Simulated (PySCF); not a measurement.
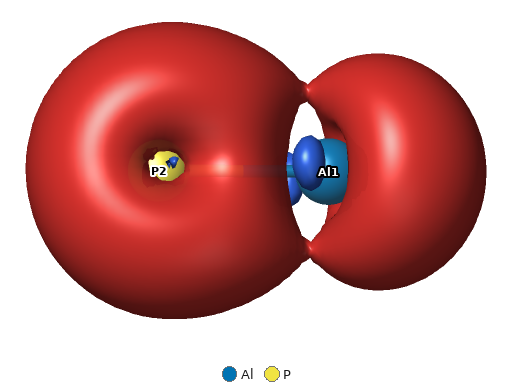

Figure. AlP (triplet). Isosurfaces of the spin density at +0.015 (red) and −0.015 e/Å³ (blue), seen from one side.

Method: PySCF 2.14.0, PBE0/def2-TZVP, non-relativistic Hamiltonian with scalar-relativistic core potentials where named, at a bond length of 2.215 Å.

```yaml
atoms:
  - { symbol: Al, position_ang: [0.0000, 0.0000, -1.1838] }
  - { symbol: P, position_ang: [0.0000, 0.0000, 1.0312] }
```

Question: Where is the unpaired spin?

Answer: The unpaired spin (2 electrons) lies mostly on P2 (about 1.3) and Al1 (about 0.7), in electrons by Hirshfeld's partition.
